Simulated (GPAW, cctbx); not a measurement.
# How far are the atoms of V2Ga4Pt from free atoms?

Aim: compute the bonding part of the density of V2Ga4Pt, find which reflections carry it, and see how it biases an ordinary refinement.

The cell comes from substitution in a known structure type and wasn't matched to any measured phase. All numbers below are calculated.

## Step 1: Find the equilibrium geometry

The density hangs on the geometry, so cell and atoms are relaxed first, with the symmetry held. The cutoff is set higher than for the density because stress converges slowly with plane waves.

Settings: GPAW 26.7.0, PBE, 570 eV, 5×5×5 k-points, Fermi–Dirac width 0.1 eV, spin-polarised, BFGS to 0.03 eV/Å.

```text
cell
1.0
     0.000000000    0.000000000    5.091000000
    -3.137500000    3.137500000    2.545500000
    -3.137500000   -3.137500000    2.545500000
Pt Ga V
1 4 2
Direct
0.000000000 0.000000000 0.000000000
0.303900000 0.392200000 0.000000000
0.696100000 0.607800000 0.000000000
0.696100000 0.000000000 0.607800000
0.303900000 0.000000000 0.392200000
0.750000000 0.500000000 0.500000000
0.250000000 0.500000000 0.500000000
```

```console
$ OMP_NUM_THREADS=1 mpirun -n 4 gpaw python run.py > gpaw.log
```

```text
BFGS:    0      -35.476060        1.545929
BFGS:    1      -35.636612        1.243399
BFGS:    2      -36.050082        0.685050
BFGS:    3      -36.093844        0.612056
...
BFGS:   11      -36.154530        0.077956
BFGS:   12      -36.156639        0.043599
BFGS:   13      -36.157547        0.015235
cell  5.3043 5.2484 5.2484  75.21 59.65 59.65
volume 108.799 A^3, largest force 0.009 eV/A, largest stress 0.16 GPa
```

After 13 steps the volume has changed by +8.5 % and the energy by -0.681 eV; the largest stress left is 0.16 GPa. It took 4.7 min on 4 cores of Intel(R) Xeon(R) Platinum 8375C CPU @ 2.90GHz (Ice Lake) (shared host), peak memory 1.4 GiB.

Relaxed structure: I4/mmm (no. 139), a = 6.4049 Å, b = 6.4049 Å, c = 5.3043 Å, α = 90.00°, β = 90.00°, γ = 90.00°.

| atom | mult. | x | y | z |
| --- | --- | --- | --- | --- |
| Pt1 | 2 | 0 | 0 | 0 |
| Ga1 | 8 | 0.7859 | 0.2141 | 1/2 |
| V1 | 4 | 0 | 1/2 | 3/4 |

## Step 2: Density and charge transfer

X-rays see the whole electron density, so the PAW density is rebuilt with its core regions. Subtracting spherical free atoms from the same code cancels the cores and leaves the deformation density Δρ, the part due to bonding.

Settings: PBE, 450 eV, 6×6×6 k-points, Fermi–Dirac width 0.1 eV, spin-polarised; primitive cell of 7 atoms.

```console
$ OMP_NUM_THREADS=1 mpirun -n 4 gpaw python run.py > gpaw.log
```

```text
|iter:   1|       0s |  -39.594549 | +0.37 |       |  +4.0125|
|iter:   2|       3s |  -36.346283 | -0.79 | -0.79 |  +3.9577|
|iter:   3|       6s |  -36.045209 | -1.98 | -1.02 |  +3.8207|
...
|iter:  15|      37s |  -36.061211c| -6.22 | -4.03c|  +0.0023|
|iter:  16|      39s |  -36.061215c| -6.99 | -4.51c|  +0.0010|
|iter:  17|      40s |  -36.061215c| -7.62c| -4.96c|  +0.0002|
```

```text
grid (54, 54, 54)  electrons 248.000  moved by bonding 1.531 e
deformation density beyond 0.5 A of the nuclei: max 0.494, min -0.340 e/A^3
atom        x       y       z   Voronoi charge  moment
Pt1    0.0000  0.0000  0.0000      0.126       0.00
Ga2    0.7141  0.2859  0.0000      0.035      -0.00
Ga3    0.2859  0.7141  0.0000      0.035      -0.00
Ga4    0.7141  0.7141  0.4282      0.035      -0.00
Ga5    0.2859  0.2859  0.5718      0.035      -0.00
V 6    0.2500  0.7500  0.5000     -0.133       0.00
V 7    0.7500  0.2500  0.5000     -0.133       0.00
mean inner potential of superposed free atoms 24.221 V
total magnetic moment 0.000 muB
```

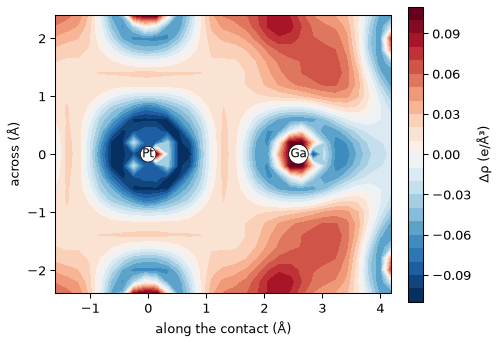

Deformation density in a plane through the shortest contact of the Pt atom at the origin; red gains electrons, blue loses them.

V gains most (-0.13 e) and Pt loses most (+0.13 e), which isn't the order of electronegativity: valence and coordination count too, and Voronoi cells cut space at the midplane whatever the atoms' sizes. Along the shortest contact from the Pt atom at the map's origin, Pt–Ga at 2.59 Å, Δρ is +0.02 e/Å³ at the midpoint: little piles up between the atoms, as is usual in a metallic crystal, which this run finds. At the midpoints of other shortest contacts it is +0.03 (Ga–V, 2.64 Å), +0.09 (V–V, 2.65 Å) and +0.02 (Ga–Ga, 2.73 Å) e/Å³. Point values carry grid noise of about 0.01 e/Å³. The moments given at the start die out. The run needed 17 iterations, 53 s.

## Step 3: From the density to structure factors

The Fourier components of Δρ, added to those of the free atoms, give the static X-ray structure factors; the Mott–Bethe relation turns them into the Fourier components V of the potential that fast electrons feel.

```text
static structure factors of the conventional cell: F in electrons, V (Mott-Bethe) in volts
   h  k  l      d  |F| table  |F| free   |F| DFT   change   |V| free  |V| DFT  change %
   1  1  0  4.5289    77.756    77.521    76.380   -1.141     0.485    0.008    -98.3
   1  0  1  4.0852    95.221    95.053    95.085    0.032     1.932    1.920     -0.6
   2  0  0  3.2024    22.429    22.055    22.414    0.359     0.593    0.515    -13.1
   0  0  2  2.6521   267.644   267.735   267.649   -0.086     6.559    6.571      0.2
   2  1  1  2.5204   173.048   172.933   172.849   -0.084     4.412    4.423      0.3
   1  1  2  2.2886   205.007   204.620   203.591   -1.029     6.154    6.268      1.8
   2  2  0  2.2645   351.438   350.718   350.004   -0.714    10.603   10.680      0.7
   2  0  2  2.0426   105.269   104.519   103.892   -0.627     4.806    4.861      1.1
   3  1  0  2.0254    36.824    37.067    37.224    0.157     0.673    0.686      2.0
   3  0  1  1.9806   240.011   239.452   238.668   -0.784     5.934    5.999      1.1
   2  2  2  1.7221   202.846   202.159   201.946   -0.213     3.919    3.932      0.3
   1  0  3  1.7044    79.325    79.377    79.197   -0.180     1.295    1.306      0.8
   3  2  1  1.6844    20.295    20.642    20.608   -0.034     0.262    0.260     -0.8
   3  1  2  1.6097   146.949   146.814   146.512   -0.302     3.628    3.644      0.5
```

The largest X-ray change is -1.14 e on 110, 1.5 % of |F|. For electrons V goes as (Z − F)/g², so a change of F counts against Z − F, which is small at low angle and wherever the atoms' terms cancel: |V| of 110 moves by -98.3 % (0.48 to 0.01 V) against -1.5 % in |F|. These compare absolute values; so weak a component may also change sign. The tabulated Hartree–Fock atoms differ from the free DFT atoms by up to 0.75 e, so the choice of reference atom matters too.

## Step 4: Convergence

Cutoff and k-mesh: one is changed at a time, to find what the result needs.

| run | ΔF 110 (e) | ΔF 112 (e) | ΔF 301 (e) | q(V) (e) | moved (e) | time |
| --- | --- | --- | --- | --- | --- | --- |
| 450 eV 6×6×6 | -1.141 | -1.029 | -0.784 | -0.133 | 1.531 | 53 s |
| 250 eV 6×6×6 | -1.145 | -1.074 | -0.803 | -0.133 | 1.556 | 26 s |
| 350 eV 6×6×6 | -1.140 | -1.037 | -0.787 | -0.132 | 1.518 | 69 s |
| 750 eV 6×6×6 | -1.140 | -1.030 | -0.785 | -0.133 | 1.537 | 1.9 min |
| 450 eV 2×2×2 | -1.138 | -1.148 | -0.776 | -0.133 | 1.483 | 22 s |
| 450 eV 3×3×3 | -1.143 | -1.029 | -0.786 | -0.134 | 1.514 | 25 s |

Within 0.02 e of the base on all three: 450 eV 3×3×3, 350 eV 6×6×6 and 750 eV 6×6×6; the cheapest takes 0.47 of the base's time. The largest error, 0.119 e, comes with 450 eV 2×2×2. Times are from shared hosts.

## Step 5: Refining ordinary atoms against data with bonding

Routine crystallography fits spherical atoms. To see the bias, intensities are simulated from tabulated atoms plus the DFT change ΔF, so that bonding alone can misfit (7072 reflections of the full sphere, merged to the counts below, to 0.4 Å, 0.5 % proportional noise plus counting noise, assumed isotropic U as listed, Δρ smeared by the mean U) and refined with cctbx over different ranges.

```
                    range  data      R1  GooF  U Pt1 (true 0.0058)  U Ga1 (true 0.0083)  U V1 (true 0.0092)  largest shift (Å)  Δρ max, min (e/Å³)
                 all data   546  0.0040  1.06               0.0058               0.0083              0.0092             0.0001         0.72, -0.52
 low resolution, d > 0.84    75  0.0028  1.31               0.0057               0.0081              0.0092             0.0002         0.18, -0.17
     high order, d < 0.75   450  0.0046  1.01               0.0058               0.0083              0.0092             0.0002         0.64, -0.42
occupancies free, d > 0.7   117  0.0029  1.24               0.0057               0.0082              0.0092             0.0002         0.26, -0.22
```

With all data GooF is 1.06, diluted by the many high-angle data; the misfit shows at low resolution; the top residual peak lies 0.51 Å from V and 2.14 Å from V. No U is off by more than 3 s.u. at low resolution. With Pt1 held at 1 and the scale free, the other occupancies refine to Ga1 1.000(0.001) and V1 1.000(0.002), within three s.u. of full.

## Step 6: Answer

Bonding moves 1.53 e in the primitive cell of V2Ga4Pt and changes the structure factors of the conventional cell in the table above by at most 1.14 e (110, 1.5 %), and among reflections above 2 % of the strongest by up to 1.6 % (200). The shortest bond, Pt–Ga, has Δρ = +0.02 e/Å³ at its midpoint, with no localised bond charge. Within 0.02 e of the base on all three: 450 eV 3×3×3, 350 eV 6×6×6 and 750 eV 6×6×6; the cheapest takes 0.47 of the base's time. The largest error, 0.119 e, comes with 450 eV 2×2×2. With all data GooF is 1.06, diluted by the many high-angle data. Limits: static density, frozen cores, no spin–orbit coupling.

[Outputs are excerpts: Python notices, other lines and further rows are left out; steps that failed or that the build refused (PBEsol, TPSS) are not shown.]

[Logs are printed without paths, hosts, clocks, repeated set-up lines and the standing remarks that a program may print on its own settings, such as how far it seeks lower states.]
